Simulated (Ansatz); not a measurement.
CH7AlClNO

Input

```
crystal:
  periodic: [false, false, false]
  atoms:
    - { symbol: Al, position_ang: [-0.726889, 0.471967, -0.649265] }
    - { symbol: "N", position_ang: [1.879062, 0.257872, 1.189717] }
    - { symbol: C, position_ang: [-1.871069, -1.010035, -0.041621] }
    - { symbol: Cl, position_ang: [-1.254811, 2.63526, -0.446858] }
    - { symbol: H, position_ang: [2.083398, 0.080065, 0.204327] }
    - { symbol: O, position_ang: [0.765986, 0.095784, -1.647643] }
    - { symbol: H, position_ang: [2.126652, 1.17599, 1.550451] }
    - { symbol: H, position_ang: [2.001124, -0.520991, 1.829177] }
    - { symbol: H, position_ang: [-2.397042, -0.745238, 0.890251] }
    - { symbol: H, position_ang: [-1.229827, -1.889493, 0.143831] }
    - { symbol: H, position_ang: [-2.620509, -1.28389, -0.802823] }
    - { symbol: H, position_ang: [1.243824, 0.732808, -2.219345] }
basis:
  gaussian: { orbitals: "6-31G" }
hamiltonian:
  xc: revpbe
relax:
  f_tol: 0.03
  max_steps: 50
output:
  orbitals: {}
```

Command:

```sh
ansatz run input.yaml --threads 1 --pin off --max-ram 2048MiB --backend cpu --events-out ev --progress --plain --runs-dir out
```

The fields are those of the relaxed geometry.

Theory: RKS revPBE/6-31G (Ansatz 0.2.0).

> What will maps of the electron density and electron localisation function show?

C–Al (1.99 Å): ρ is about 0.62 e/Å³ halfway; the ELF peaks at about 0.95 between the atoms; a polar covalent bond.
Al–N (2.06 Å): the density is about 0.46 e/Å³ at the midpoint; the ELF peaks at about 0.95 in the valence shell of N, 0.7 Å from its nucleus, and is about 0.65 at the midpoint.
N–H (1.03 Å): ρ at the midpoint is about 2.7 e/Å³; the ELF climbs to about 1 towards the hydrogen, as it does in any bond to H; a covalent bond by its length.

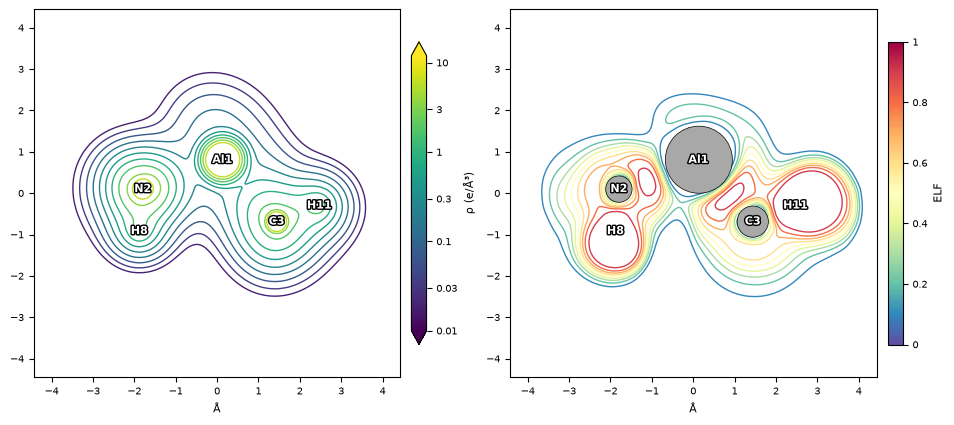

Computed electron density and electron localisation function on the plane of atoms N2, Al1 and C3, in this order. Grey discs cover the atomic cores in the ELF map. 
